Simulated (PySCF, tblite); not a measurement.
# C₆H₇N₂O radical: geometry, infrared bands and EPR parameters

Aim: predict the infrared bands and EPR parameters of C₆H₇N₂O radical (`[CH2]c1cnc(CO)cn1`).

Programs: tblite 0.8.0 and PySCF 2.14.0, with density-fitted response routines of our own. Each step states its level of theory. These are calculated values for one molecule in the gas phase, unless marked as measured. Atoms count from 0, in the outputs and in this text.

## Step 1: The starting structure

16 atoms, charge 0, multiplicity 2; geometry from: force field or distance geometry start.

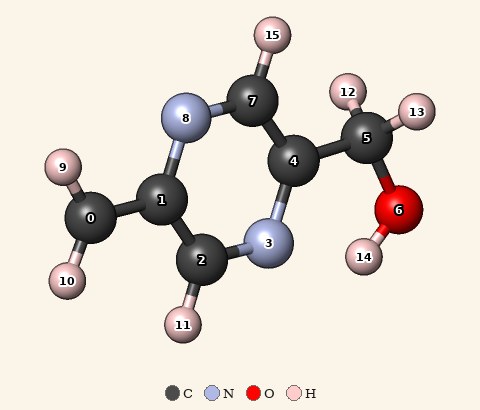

As it starts; carbon dark grey, nitrogen light blue, oxygen red, hydrogen pink, atoms numbered.

## Step 2: Geometry optimisation with GFN2-xTB

The job: settings as JSON, then the geometry in Å.

```
{"job": {"kind": "relax", "xc": "GFN2-xTB", "basis": "xTB"}, "charge": 0, "multiplicity": 2}
C      3.162200     0.195900     0.078500
C      1.707400     0.075500     0.013000
C      0.904600     1.041300    -0.537200
N     -0.456600     0.939800    -0.605700
C     -0.969400    -0.211700    -0.053000
C     -2.468100    -0.395900    -0.095100
O     -3.108400     0.720300    -0.715400
C     -0.140500    -1.175600     0.505600
N      1.206800    -1.064600     0.555800
H      3.720900    -0.601600     0.537700
H      3.645200     1.069500    -0.323600
H      1.300400     1.951000    -0.965900
H     -2.723900    -1.292500    -0.651600
H     -2.848400    -0.488800     0.923100
H     -2.387600     1.337000    -0.958800
H     -0.552200    -2.090700     0.942500
```

Command:

```console
> OMP_NUM_THREADS=1 python probes_run.py task.json out
```

This one command runs all jobs of the session in turn.

The program printed:

```text
step      E/eV     max force
  0    -713.80709    3.909
  1    -714.11344    1.426
  2    -714.15230    0.380
  3    -714.16324    0.295
  4    -714.16993    0.179
  5    -714.17237    0.121
  6    -714.17516    0.172
  7    -714.17809    0.152
  8    -714.17967    0.071
  9    -714.18022    0.047
 10    -714.18051    0.055
 11    -714.18074    0.045
 12    -714.18089    0.036
 13    -714.18102    0.037
 14    -714.18120    0.055
 15    -714.18151    0.079
 16    -714.18189    0.073
 17    -714.18219    0.037
 18    -714.18237    0.038
 19    -714.18250    0.041
 20    -714.18264    0.048
 21    -714.18275    0.032
 22    -714.18280    0.016
 23    -714.18282    0.013
 24    -714.18284    0.012
 25    -714.18285    0.010
```

Run time: 0.16 s. Hardware: 1 thread of Arm Neoverse V1, shared host.

Relaxation path:

```
step  energy from step 0 (eV)  largest force (eV/Å)
   0                   0.0000                3.9090
   1                  -0.3063                1.4256
   2                  -0.3452                0.3805
   3                  -0.3561                0.2951
   4                  -0.3628                0.1787
   5                  -0.3653                0.1207
   6                  -0.3681                0.1724
   7                  -0.3710                0.1516
   8                  -0.3726                0.0714
   9                  -0.3731                0.0472
  10                  -0.3734                0.0552
  11                  -0.3736                0.0451
  12                  -0.3738                0.0362
  13                  -0.3739                0.0369
  14                  -0.3741                0.0548
  15                  -0.3744                0.0791
  16                  -0.3748                0.0731
  17                  -0.3751                0.0371
  18                  -0.3753                0.0376
  19                  -0.3754                0.0406
  20                  -0.3755                0.0481
  21                  -0.3757                0.0318
  22                  -0.3757                0.0158
  23                  -0.3757                0.0127
  24                  -0.3758                0.0117
  25                  -0.3758                0.0095
```

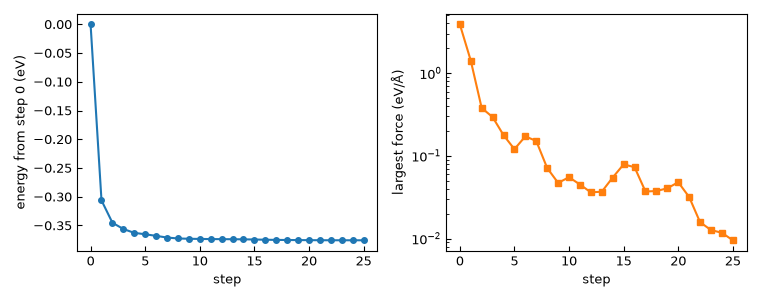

Energy and largest force along the relaxation.

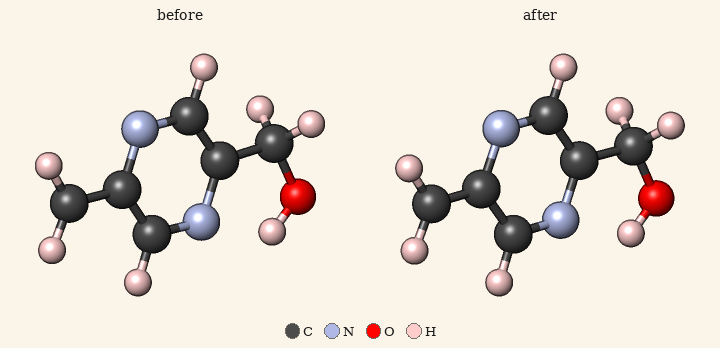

The geometry before (left) and after (right).

Distances of close pairs at the start and the end, largest changes first:

| bond | before (Å) | after (Å) | change (Å) |
| --- | --- | --- | --- |
| C0–C1 | 1.461 | 1.374 | -0.087 |
| C2–N3 | 1.367 | 1.308 | -0.059 |
| C1–C2 | 1.371 | 1.429 | +0.058 |
| C7–N8 | 1.353 | 1.304 | -0.049 |
| N3–C4 | 1.376 | 1.340 | -0.036 |
| C5–O6 | 1.429 | 1.397 | -0.032 |
| C4–C7 | 1.389 | 1.405 | +0.017 |
| C5–H12 | 1.086 | 1.102 | +0.016 |

The end geometry stands in the next job.

## Step 3: Infrared spectrum with GFN2-xTB

The job: settings as JSON, then the geometry in Å.

```
{"job": {"kind": "ir", "xc": "GFN2-xTB", "basis": "xTB"}, "charge": 0, "multiplicity": 2}
C      3.100366     0.200138     0.070208
C      1.735003     0.051197     0.032618
C      0.867857     1.034166    -0.536807
N     -0.431602     0.890288    -0.571478
C     -0.955346    -0.226428    -0.047548
C     -2.443982    -0.355482    -0.109410
O     -3.061520     0.737542    -0.722155
C     -0.118466    -1.201545     0.521344
N      1.178740    -1.080860     0.564559
H      3.711456    -0.562175     0.515389
H      3.573509     1.073418    -0.338915
H      1.268519     1.944538    -0.962003
H     -2.703913    -1.275037    -0.658236
H     -2.838080    -0.471111     0.913413
H     -2.353904     1.355085    -0.969135
H     -0.536236    -2.104790     0.948051
```

The program printed:

```text
mode    cm-1     km/mol
  1    -105.0     12.96
  2      66.4     14.24
  3     185.8     16.15
  4     187.6      1.95
  5     286.8     70.38
  6     321.6     25.19
  7     333.9      6.19
  8     395.7      0.31
  9     409.1     46.65
 10     499.1     12.78
 11     560.6      6.56
 12     622.0      0.95
 13     703.3      0.17
 14     766.4     34.74
 15     791.2      7.12
 16     820.6      0.27
 17     869.9      2.21
 18     885.4      7.28
 19     931.5      0.02
 20     942.1      0.74
 21    1011.7     66.77
 22    1101.5    135.98
 23    1181.8      0.36
 24    1200.9     32.21
 25    1211.9     34.34
 26    1235.2     12.58
 27    1256.3     85.39
 28    1321.4     36.26
 29    1339.0     56.52
 30    1363.6      5.63
 31    1403.1     48.59
 32    1440.9      7.08
 33    1455.9     17.71
 34    1486.7     14.03
 35    1548.6     20.09
 36    2827.1     29.93
 37    2872.6     27.32
 38    3045.7     35.54
 39    3055.5     16.00
 40    3127.7      1.64
 41    3174.5     12.59
 42    3394.1     48.14
```

It took 0.52 s on 1 thread of Arm Neoverse V1, shared host.

The strongest bands and the atoms that carry them (share of the mass-weighted mode):

```
cm⁻¹  km/mol                                  atoms
 287    70.4                      H14 40 %, C4 28 %
 409    46.6   H9 21 %, N3 16 %, H14 16 %, H10 12 %
1012    66.8    N3 21 %, N8 18 %, H11 16 %, C7 16 %
1102   136.0                       C5 45 %, O6 40 %
1256    85.4             C1 27 %, C4 20 %, H14 20 %
1339    56.5  H14 25 %, C5 16 %, H12 12 %, H13 12 %
1403    48.6     C2 18 %, C7 17 %, C1 15 %, N3 13 %
3394    48.1                               H14 94 %
```

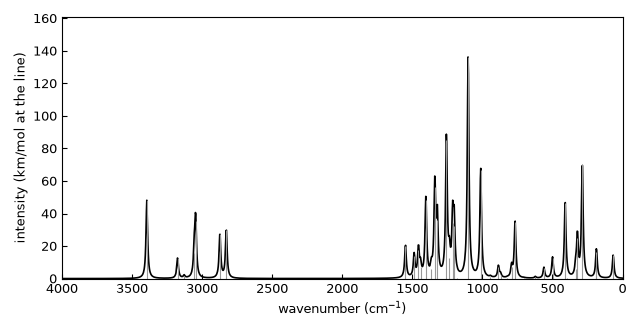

The infrared spectrum from these modes, unscaled. Lines are broadened to a width of 14 cm⁻¹ (Lorentzian).

## Step 4: EPR parameters: B3LYP/pcH-1

Same as in step 3 but for these lines:

```diff
@@ -1,2 +1,2 @@
-{"job": {"kind": "ir", "xc": "GFN2-xTB", "basis": "xTB"}, "charge": 0, "multiplicity": 2}
+{"job": {"kind": "epr", "basis": "pcH-1"}, "charge": 0, "multiplicity": 2}
 C      3.100366     0.200138     0.070208
```

Level: UKS B3LYP, pcH-1 on C H N O, non-relativistic, mean-field spin-orbit, GIAO.

The program printed:

```text
UKS, coarse grid
  cycle   1  E = -417.43122201  |g| = 5.33e-01
  cycle   2  E = -417.26254523  |g| = 8.56e-01
  cycle   3  E = -417.53557155  |g| = 1.05e-01
  cycle   4  E = -417.53889739  |g| = 7.51e-02
  cycle   5  E = -417.54174854  |g| = 2.05e-02
  cycle   6  E = -417.54203067  |g| = 6.64e-03
  cycle   7  E = -417.54209111  |g| = 4.22e-03
  cycle   8  E = -417.54210981  |g| = 2.85e-03
  cycle   9  E = -417.54211558  |g| = 7.11e-04
UKS, final grid
  cycle   1  E = -417.54206236  |g| = 1.09e-03
  cycle   2  E = -417.54206088  |g| = 2.08e-03
  cycle   3  E = -417.54206314  |g| = 1.75e-04
  cycle   4  E = -417.54206317  |g| = 1.27e-04
  cycle   5  E = -417.54206321  |g| = 6.72e-05
  cycle   6  E = -417.54206322  |g| = 2.50e-05
E = -417.54206322 Eh   <S^2> = 0.7807 (exact 0.7500)
g shifts (ppm)      1          2          3
  rmc          -150       -150       -150
  gc             -6         28         34
  oz_so          -9        631       1057
  total        -166        509        940
hyperfine (MHz)  atom isotope    a_iso     a_fc   dipolar eigenvalues
    0   13C      56.99      56.99    -56.42    -55.44    111.87
    1   13C     -43.14     -43.14    -22.26      9.00     13.26
    2   13C      26.64      26.64    -20.93    -20.66     41.59
    3   14N      -6.27      -6.27     -7.77      3.65      4.12
    4   13C      30.39      30.39    -25.82    -23.96     49.78
    5   13C     -11.29     -11.29     -1.04     -0.08      1.12
    6   17O       0.12       0.12     -0.20      0.09      0.11
    7   13C     -21.05     -21.05    -15.40      6.49      8.92
    8   14N       7.71       7.71     -8.91     -8.45     17.36
    9    1H     -45.32     -45.32    -26.00     -1.12     27.12
   10    1H     -44.36     -44.36    -26.07     -1.17     27.25
   11    1H     -17.33     -17.33     -7.24     -2.15      9.39
   12    1H      43.68      43.68     -1.94     -1.05      2.99
   13    1H      43.85      43.85     -1.94     -1.04      2.99
   14    1H      -0.83      -0.83     -1.13     -1.06      2.19
   15    1H       5.38       5.38     -2.56     -0.60      3.17
```

Wall time 82 s (1 thread of Arm Neoverse V1, shared host); peak memory 1 GiB.

Principal g values 2.00215, 2.00283, 2.00326; g(iso) = 2.00275, against 2.00232 for a free electron.

Mean a(iso) over the nuclei that a row names, and the largest dipolar term of the row (other rows stand at the frozen geometry):

```
  nuclei  isotope  a(iso) (MHz)  a(iso) (G, at g = 2.0023)  largest dipolar term (MHz)
      C0      13C          57.0                       20.3                       111.9
 H9, H10       1H         -44.8                      -16.0                        27.2
H12, H13       1H          43.8                       15.6                         3.0
      C1      13C         -43.1                      -15.4                       -22.3
      C4      13C          30.4                       10.8                        49.8
      C2      13C          26.6                        9.5                        41.6
      C7      13C         -21.0                       -7.5                       -15.4
     H11       1H         -17.3                       -6.2                         9.4
      C5      13C         -11.3                       -4.0                         1.1
      N8      14N           7.7                        2.8                        17.4
      N3      14N          -6.3                       -2.2                        -7.8
     H15       1H           5.4                        1.9                         3.2
     H14       1H          -0.8                       -0.3                         2.2
      O6      17O           0.1                        0.0                        -0.2
```

Mulliken spin populations:

C0 0.74; C1 -0.19; C2 0.25; N3 -0.11; C4 0.29; C5 -0.02; O6 0.00; C7 -0.11; N8 0.19; H9 -0.03; H10 -0.03; H11 -0.01; H12 0.02; H13 0.02; H14 0.00; H15 0.00

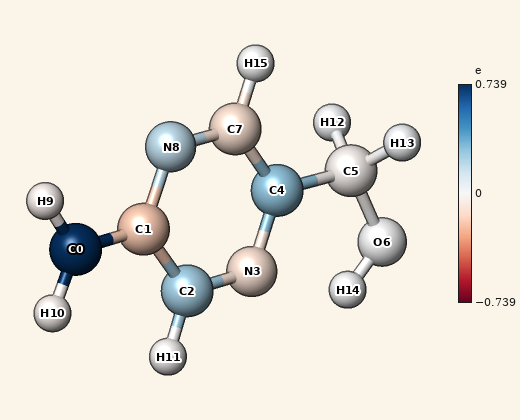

Mulliken spin populations, as colours on the atoms.

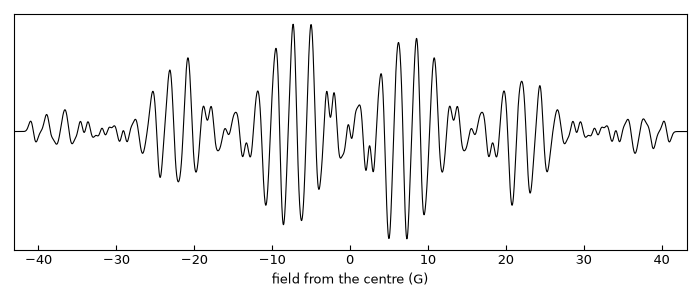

First-order isotropic spectrum (first derivative, main isotopes with spin only, couplings over 0.8 MHz, Gaussian width 0.3 G; couplings of the frozen geometry, rotation of groups not averaged beyond the rows shown).

Orbitals, density, ELF and potential are computed afterwards from the orbital file.

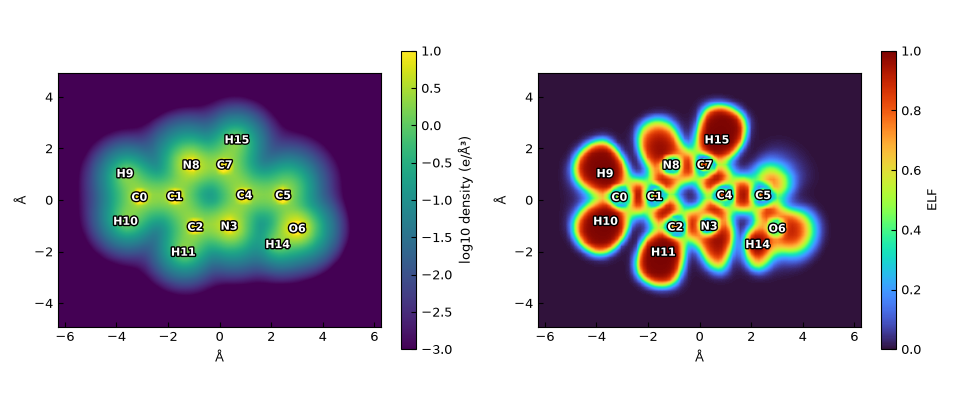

Density (left) and ELF (right) in a plane through or near 14 of the atoms.

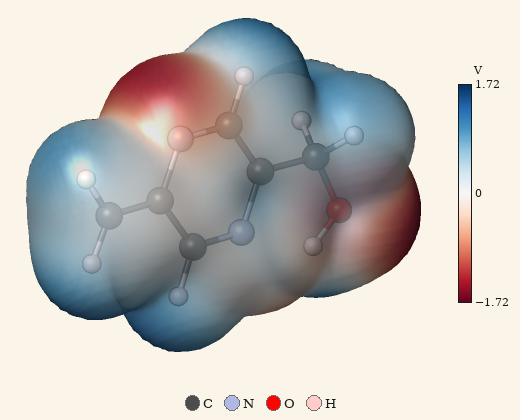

Electrostatic potential on the surface of density 0.002 e/bohr³; red is low, blue high. It runs from -1.72 V near O6 to 1.28 V near H11.

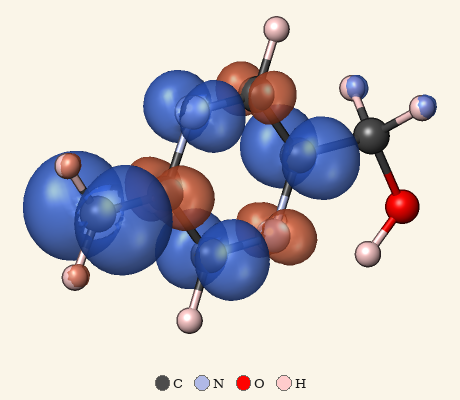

Spin density at ±0.03 e/Å³ (alpha excess blue, beta excess red).

## Step 5: Results

```
                                                                  quantity                  value
                                 strongest single infrared mode (GFN2-xTB)  1102 cm⁻¹, 136 km/mol
                                              zero-point energy (GFN2-xTB)          73.8 kcal/mol
                                                            g(iso) (B3LYP)                2.00275
                                                                      ⟨S²⟩     0.781 (exact 0.75)
                                        largest a(iso) (averaged by class)    13C on C0, 57.0 MHz
potential on the surface of density 0.002 e/bohr³, 1st and 99th percentile     -1.72 V and 1.28 V
```

**Reading.** Relaxing lowered the energy by 0.376 eV in 25 steps; the close pair that moved most is C0–C1, from 1.461 to 1.374 Å. The lowest mode is imaginary (105i cm⁻¹), so the xTB geometry is not a minimum: the zero-point energy counts the real modes alone, and all values at this geometry belong to a saddle point. The strongest single mode, at 1102 cm⁻¹, moves mainly C5 and O6. GFN2-xTB is a fitted tight-binding method: band positions and strengths are rough. Its intensities can rank the bands wrongly. C0 carries the largest spin population, 0.74 e. The isotropic g lies 0.4 ppt above the free-electron value.
